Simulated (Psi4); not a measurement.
**C3H10Si (SMILES C[SiH](C)C): DSD-PBEP86/cc-pVDZ (density fitting for correlation)**

What is the energy change on altering one bond length of C3H10Si at DSD-PBEP86/cc-pVDZ (density fitting for correlation)? 

The results are computed with Psi4 1.11.

2 further runs of the same task are left out: 2 set aside as unsound or not needed.

## 1. Starting point

C3H10Si: 14 atoms, total charge 0, spin state singlet. SMILES: `C[SiH](C)C`. The shape is that of a PBE0-D4/def2-TZVP optimisation.

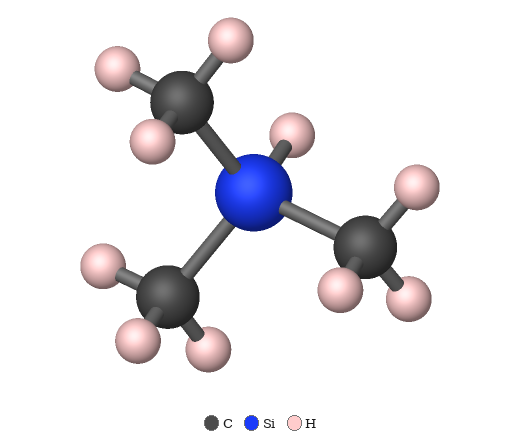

The structure, seen from a chosen angle (carbon dark grey, silicon blue, hydrogen pink).

## 2. The energy at DSD-PBEP86/cc-pVDZ (density fitting for correlation)

Contents of c3h10si.json:

```json
{
  "schema_name": "qcschema_input",
  "schema_version": 1,
  "molecule": {
    "schema_name": "qcschema_molecule",
    "schema_version": 2,
    "symbols": ["C", "Si", "C", "C", "H", "H", "H", "H", "H", "H", "H", "H", "H", "H"],
    "geometry": [-1.80808996, 2.0458175, -1.96229161, -0.64023921, -0.02759, 0.65932544, 2.34212656, 1.29276164, 2.03674682, -0.09694295, -3.31968188, -0.52458797, -3.5679919, 1.31751705, -2.7607009, -2.16543717, 3.96596822, -1.29087192, -0.41876331, 2.15674443, -3.48824545, -2.60687719, -0.11206076, 2.68416699, 3.83425431, 1.38611411, 0.61000359, 3.02696331, 0.11999761, 3.59274731, 2.04430572, 3.20138503, 2.76712596, -1.83076667, -4.12716186, -1.30353308, 1.3358474, -3.33971298, -2.01388113, 0.55161106, -4.56009811, 0.99399594],
    "molecular_charge": 0,
    "molecular_multiplicity": 1,
    "fix_symmetry": "c1"
  },
  "driver": "energy",
  "model": {
    "method": "dsd-pbep86",
    "basis": "cc-pVDZ"
  },
  "keywords": {
    "reference": "rks",
    "puream": true,
    "e_convergence": 1e-09,
    "d_convergence": 1e-08,
    "scf_type": "pk",
    "dft_radial_points": 99,
    "dft_spherical_points": 590,
    "num_frozen_docc": 8
  }
}
```

On the command line:

```console
$ psi4 --qcschema c3h10si.json -n 1 --memory 1600MB
```

stdout:

```text
[...]
  Running in c1 symmetry.
[...]
  Nuclear repulsion =  175.332631918618233
[...]
  Multiplicity = 1
[...]
  Nalpha       = 21
  Nbeta        = 21
[...]
    Number of basis functions: 110
[...]
   @RKS iter   1:  -408.75939755676228   -5.60603e-01   5.72361e-03 ADIIS/DIIS
[...]
   @RKS iter   9:  -408.98407017692051   -1.92131e-11   5.09050e-09 DIIS
[...]
    Orbital Energies [Eh]
    ---------------------
    Doubly Occupied:
       1A    -67.827238     2A    -10.836698     3A    -10.836694
       4A    -10.836687     5A     -5.814703     6A     -4.004682
       7A     -4.004423     8A     -4.004423     9A     -0.883935
      10A     -0.842606    11A     -0.842594    12A     -0.591474
      13A     -0.522354    14A     -0.510176    15A     -0.510160
      16A     -0.490465    17A     -0.490448    18A     -0.479600
      19A     -0.393130    20A     -0.387610    21A     -0.387589
[...]
  @RKS Final Energy:  -408.98407017692051
   => Energetics <=
    Nuclear Repulsion Energy =            175.3326319186182332
    One-Electron Energy =                -909.3230577724064005
    Two-Electron Energy =                 336.6760974197221117
    DFT Exchange-Correlation Energy =     -11.6697417428545318
    Empirical Dispersion Energy =           0.0000000000000000
    VV10 Nonlocal Energy =                  0.0000000000000000
    Total Energy =                       -408.9840701769205111
[...]
 Multipole Moments:
 ------------------------------------------------------------------------------------
     Multipole            Electronic (a.u.)      Nuclear  (a.u.)        Total (a.u.)
 ------------------------------------------------------------------------------------
 L = 1.  Multiply by 2.5417464519 to convert [e a0] to [Debye]
 Dipole X            :         -0.7678209            0.9301532            0.1623323
 Dipole Y            :         -0.0331872            0.0400075            0.0068203
 Dipole Z            :          0.7908904           -0.9578712           -0.1669807
 Magnitude           :                                                    0.2329826
[...]
```

The result, in JSON:

```text
{
 "driver": "energy",
 "model": {
  "method": "dsd-pbep86",
  "basis": "cc-pVDZ"
 },
 "success": true,
 "return_result": -409.27643767008385,
 "properties": {
  "calcinfo_nbasis": 110,
  "calcinfo_nmo": 110,
  "calcinfo_nalpha": 21,
  "calcinfo_nbeta": 21,
  "calcinfo_natom": 14,
  "nuclear_repulsion_energy": 175.33263191861823,
  "return_energy": -409.27643767008385,
  "scf_one_electron_energy": -909.3230577724064,
  "scf_two_electron_energy": 336.6760974197221,
  "scf_xc_energy": -11.669741742854532,
  "scf_dipole_moment": [0.1623323394948064, 0.0068202675180288885, -0.16698074340812386],
  "scf_total_energy": -408.9840701769205,
  "scf_iterations": 9
 }
}
```

Wall time 35 s (1 thread of Intel Xeon Platinum 8559C (Emerald Rapids), shared host); peak memory 0.67 GiB.

## 3. The distorted shape, same level

Contents of c3h10si.in:

```
memory 1.6 GB

molecule system {
  0 1
  C
  Si 1 r2
  C 2 r3 1 a3
  C 2 r4 3 a4 1 d4
  H 1 r5 2 a5 4 d5
  H 1 r6 5 a6 2 d6
  H 1 r7 5 a7 6 d7
  H 2 r8 4 a8 3 d8
  H 3 r9 2 a9 8 d9
  H 3 r10 9 a10 2 d10
  H 3 r11 10 a11 9 d11
  H 4 r12 2 a12 8 d12
  H 4 r13 12 a13 2 d13
  H 4 r14 12 a14 13 d14

  r2 = 2.1546
  r3 = 1.873551
  a3 = 110.33611
  r4 = 1.873518
  a4 = 110.34071
  d4 = 122.18788
  r5 = 1.092867
  a5 = 111.15067
  d5 = 58.89097
  r6 = 1.092912
  a6 = 107.82447
  d6 = -122.0578
  r7 = 1.093627
  a7 = 107.83938
  d7 = -116.20878
  r8 = 1.494378
  a8 = 108.59178
  d8 = -118.91119
  r9 = 1.093587
  a9 = 110.88281
  d9 = 179.99727
  r10 = 1.092916
  a10 = 107.84062
  d10 = 121.89132
  r11 = 1.092849
  a11 = 107.82801
  d11 = -116.21731
  r12 = 1.092841
  a12 = 111.15351
  d12 = 60.07465
  r13 = 1.093655
  a13 = 107.84533
  d13 = -121.73572
  r14 = 1.092895
  a14 = 107.8272
  d14 = -116.20474
  symmetry c1
  no_reorient
  no_com
}

set globals {
  basis cc-pVDZ
  puream true
  e_convergence 1e-09
  d_convergence 1e-08
  scf_type pk
  dft_radial_points 99
  dft_spherical_points 590
  num_frozen_docc 8
}

energy("dsd-pbep86")
print_variables()
```

On the command line:

```console
$ psi4 -i c3h10si.in -o c3h10si.out -n 1
```

c3h10si.out:

```text
[...]
  Running in c1 symmetry.
[...]
  Nuclear repulsion =  169.593819240698195
[...]
  Multiplicity = 1
[...]
  Nalpha       = 21
  Nbeta        = 21
[...]
    Number of basis functions: 110
[...]
   @RKS iter   1:  -408.75345567118961   -7.97272e-01   5.57559e-03 ADIIS/DIIS
[...]
   @RKS iter  11:  -408.96735901205057   -9.66338e-13   1.06153e-09 DIIS
[...]
    Orbital Energies [Eh]
    ---------------------
    Doubly Occupied:
       1A    -67.846944     2A    -10.847262     3A    -10.842411
       4A    -10.842405     5A     -5.830006     6A     -4.020102
       7A     -4.019858     8A     -4.019697     9A     -0.878497
      10A     -0.846864    11A     -0.827582    12A     -0.592383
      13A     -0.518983    14A     -0.513690    15A     -0.500464
      16A     -0.494491    17A     -0.483061    18A     -0.479296
      19A     -0.400230    20A     -0.394850    21A     -0.357368
[...]
  @RKS Final Energy:  -408.96735901205057
   => Energetics <=
    Nuclear Repulsion Energy =            169.5938192406981955
    One-Electron Energy =                -897.7096453680763943
    Two-Electron Energy =                 330.7961287508063037
    DFT Exchange-Correlation Energy =     -11.6476616354786291
    Empirical Dispersion Energy =           0.0000000000000000
    VV10 Nonlocal Energy =                  0.0000000000000000
    Total Energy =                       -408.9673590120505651
[...]
 Multipole Moments:
 ------------------------------------------------------------------------------------
     Multipole            Electronic (a.u.)      Nuclear  (a.u.)        Total (a.u.)
 ------------------------------------------------------------------------------------
 L = 1.  Multiply by 2.5417464519 to convert [e a0] to [Debye]
 Dipole X            :          0.8977723           -1.1083672           -0.2105948
 Dipole Y            :          0.4957020           -0.6119285           -0.1162265
 Dipole Z            :          0.8372189           -0.6805038            0.1567151
 Magnitude           :                                                    0.2870861
[...]
```

It took 38 s on 1 thread of Intel Xeon Platinum 8559C (Emerald Rapids), shared host; peak memory 0.67 GiB.

## 4. What came out

Level: DSD-PBEP86/cc-pVDZ (density fitting for correlation), 8 core orbitals frozen.

| quantity | value |
| --- | --- |
| first shape: total energy | -409.27644 Eh |
| first shape: HOMO energy (SCF part's orbitals) | -10.55 eV |
| first shape: LUMO energy (SCF part's orbitals) | 3.47 eV |
| first shape: HOMO–LUMO gap (SCF part's orbitals) | 14.01 eV |
| distorted shape: total energy | -409.26049 Eh |
| distorted shape: HOMO energy (SCF part's orbitals) | -9.72 eV |
| distorted shape: LUMO energy (SCF part's orbitals) | 3.44 eV |
| distorted shape: HOMO–LUMO gap (SCF part's orbitals) | 13.16 eV |
| energy change with the C1–Si2 bond stretched from 1.874 to 2.155 Å | 0.434 eV |

**Reading.** With the C1–Si2 bond stretched from 1.874 to 2.155 Å the energy rises by 0.43 eV (10.0 kcal/mol). The first shape isn't relaxed at this level, so the change isn't measured from a minimum.
